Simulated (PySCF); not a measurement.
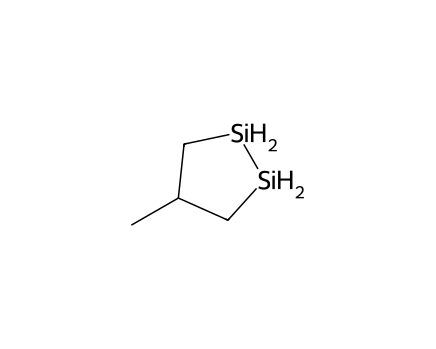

Source: calculation with PySCF.

A structural formula.

Question: Give its SMILES.

Answer: CC1C[SiH2][SiH2]C1

Question: Give the formula, hydrogens included.

Answer: C4H12Si2.

Question: An optimisation with PBE0-D3(BJ)/def2-SVP gave a structure of which point group?

Answer: Cs.
